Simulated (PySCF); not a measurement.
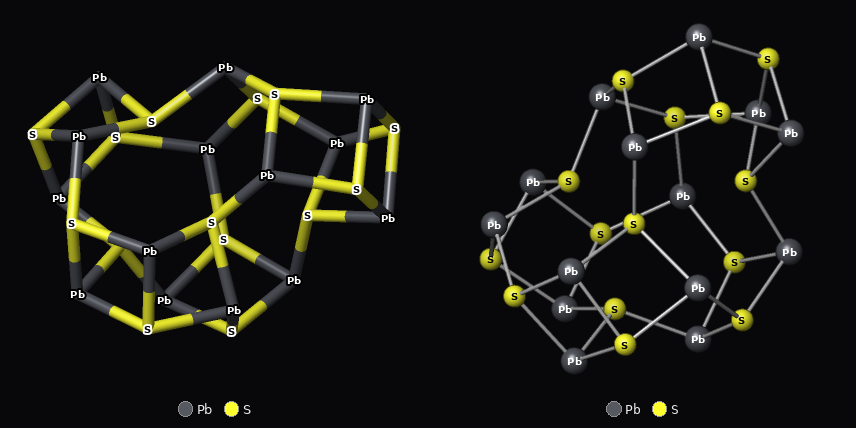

The same structure drawn twice, from different directions.

Computed geometry: GFN2-xTB optimisation. No frequency run is at hand to confirm it as a minimum.

Identify the structure.

The molecule is Pb14S14. This geometry has C1 symmetry. Coordination, clear cases only: 14 Pb trigonal pyramidal; 12 S trigonal pyramidal.

The parts below concern this one geometry. Atoms keep their numbers from picture to picture.

## Dipole moment

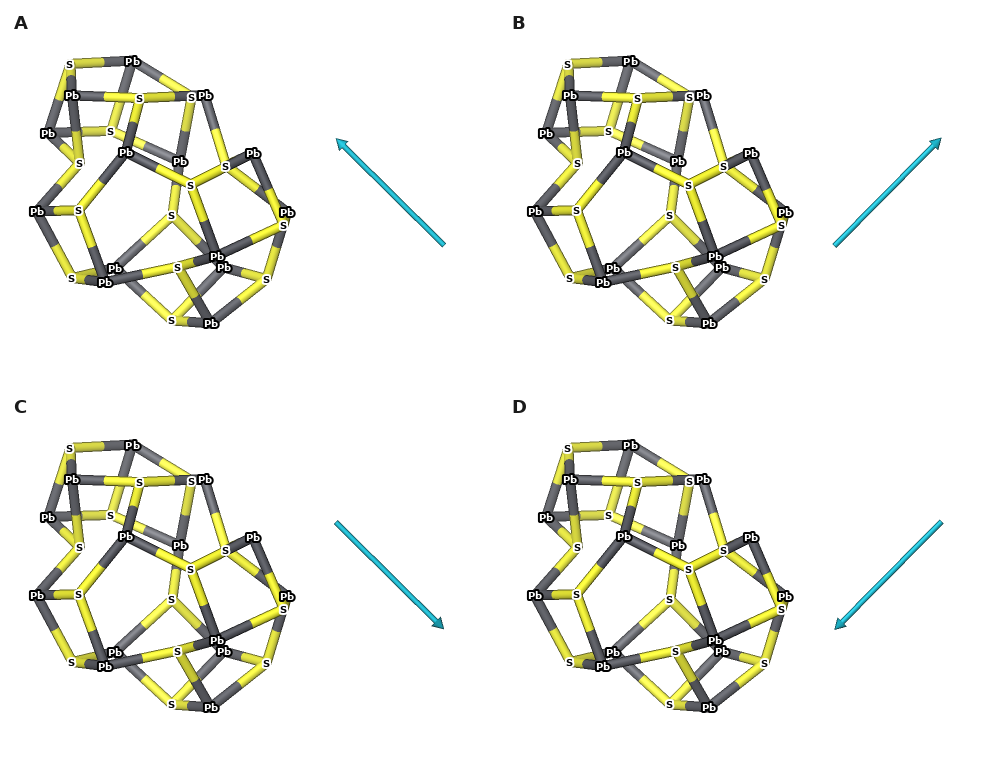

The same molecule four times, each with an arrow. No frequency run is at hand to confirm it as a minimum. Properties computed with PBE0/def2-SVP, gas phase, core potentials on Pb (PySCF 2.14.0).

> Which arrow points along the dipole moment, from the negative to the positive end?

A. The dipole moment is 0.97 D.

## Electronic properties

No frequency run is at hand to confirm it as a minimum. Properties computed with PBE0/def2-SVP, gas phase, core potentials on Pb (PySCF 2.14.0). Excitations: vertical, Tamm–Dancoff approximation.

> Give the LUMO energy (Kohn–Sham orbital) at this level.

−2.07 eV.

> Give the lowest vertical singlet excitation at this level.

2.83 eV.

> Give the HOMO energy (Kohn–Sham orbital) at this level.

−5.60 eV.

> Estimate the mean static polarisability.

838.2 bohr³.

## Bond orders

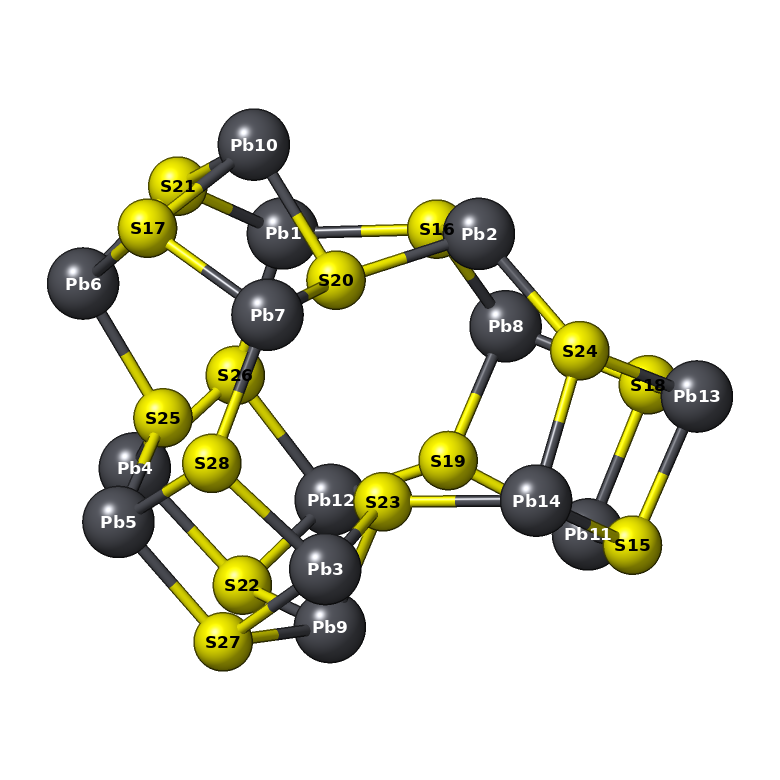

Every bond is drawn as one stick. No frequency run is at hand to confirm it as a minimum. Computed with PBE0/def2-SVP, core potentials on Pb (PySCF 2.14.0).

List the Mayer bond orders of Pb1–S16, Pb1–S21, Pb1–S26, Pb2–S16, Pb2–S20, Pb2–S24, Pb3–S23, Pb3–S27, Pb3–S28, Pb4–S22, Pb4–S25, Pb4–S26, Pb5–S25, Pb5–S27, Pb5–S28, Pb6–S17, Pb6–S21, Pb6–S25, Pb7–S17, Pb7–S20, Pb7–S28, Pb8–S16, Pb8–S18, Pb8–S19, Pb9–S22, Pb9–S23, Pb9–S27, Pb10–S17, Pb10–S20, Pb10–S21, Pb11–S15, Pb11–S18, Pb11–S19, Pb12–S19, Pb12–S22, Pb12–S26, Pb13–S15, Pb13–S18, Pb13–S24, Pb14–S15, Pb14–S23, Pb14–S24.

```
    bond  Mayer order  length (Å)
 Pb1–S16         0.59       2.691
 Pb1–S21         0.67       2.635
 Pb1–S26         0.66       2.629
 Pb2–S16         0.65       2.618
 Pb2–S20         0.68       2.597
 Pb2–S24         0.65       2.613
 Pb3–S23         0.71       2.653
 Pb3–S27         0.70       2.658
 Pb3–S28         0.69       2.629
 Pb4–S22         0.68       2.628
 Pb4–S25         0.68       2.598
 Pb4–S26         0.66       2.638
 Pb5–S25         0.68       2.601
 Pb5–S27         0.66       2.654
 Pb5–S28         0.67       2.633
 Pb6–S17         0.67       2.655
 Pb6–S21         0.66       2.644
 Pb6–S25         0.68       2.605
 Pb7–S17         0.69       2.643
 Pb7–S20         0.64       2.638
 Pb7–S28         0.67       2.626
 Pb8–S16         0.73       2.592
 Pb8–S18         0.68       2.642
 Pb8–S19         0.65       2.637
 Pb9–S22         0.66       2.624
 Pb9–S23         0.64       2.649
 Pb9–S27         0.68       2.636
Pb10–S17         0.69       2.665
Pb10–S20         0.72       2.625
Pb10–S21         0.68       2.626
Pb11–S15         0.70       2.626
Pb11–S18         0.67       2.668
Pb11–S19         0.68       2.635
Pb12–S19         0.70       2.608
Pb12–S22         0.68       2.637
Pb12–S26         0.67       2.637
Pb13–S15         0.66       2.680
Pb13–S18         0.68       2.625
Pb13–S24         0.69       2.617
Pb14–S15         0.65       2.651
Pb14–S23         0.72       2.610
Pb14–S24         0.66       2.623
```

The geometry is semi-empirical. Around Pb such bond lengths and angles can be off by a tenth of an ångström or more and by several degrees, and values that hang on the shape move with them.
